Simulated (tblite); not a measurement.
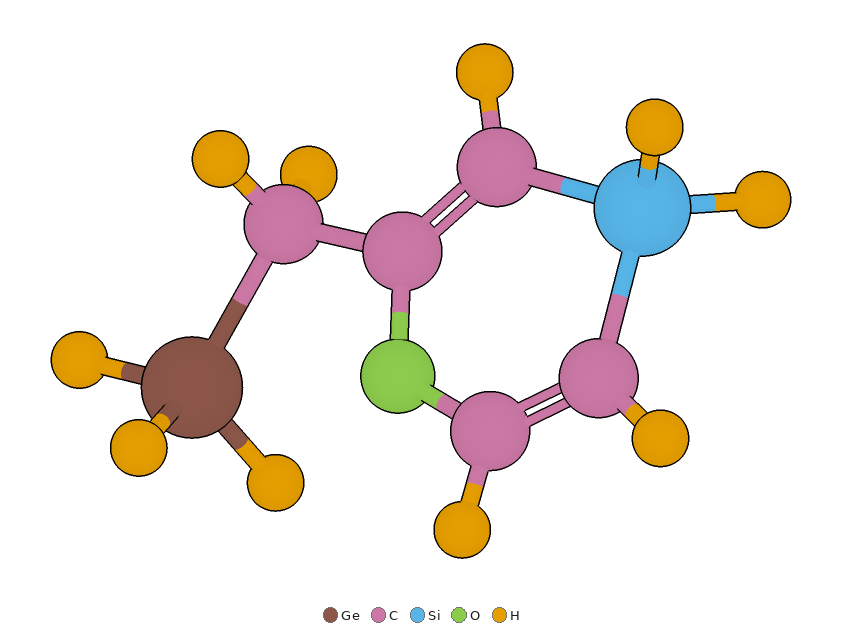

Figure made from data computed with tblite.

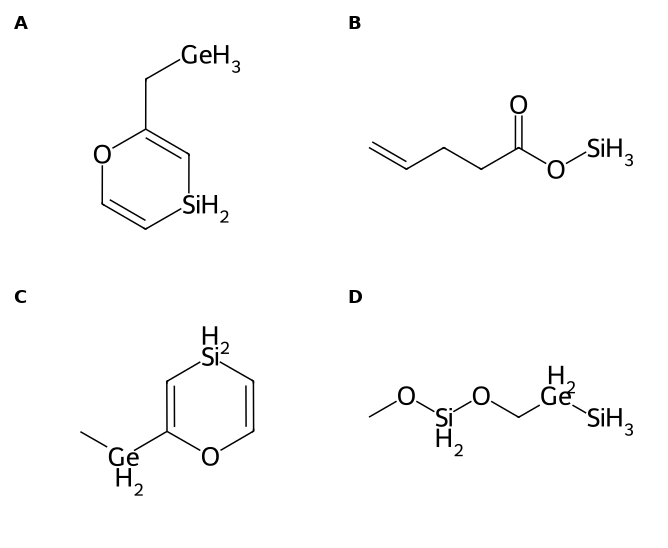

### The first picture shows one of the molecules drawn in the second. Which?

A, `[GeH3][CH2]C1=C[SiH2]C=CO1`.
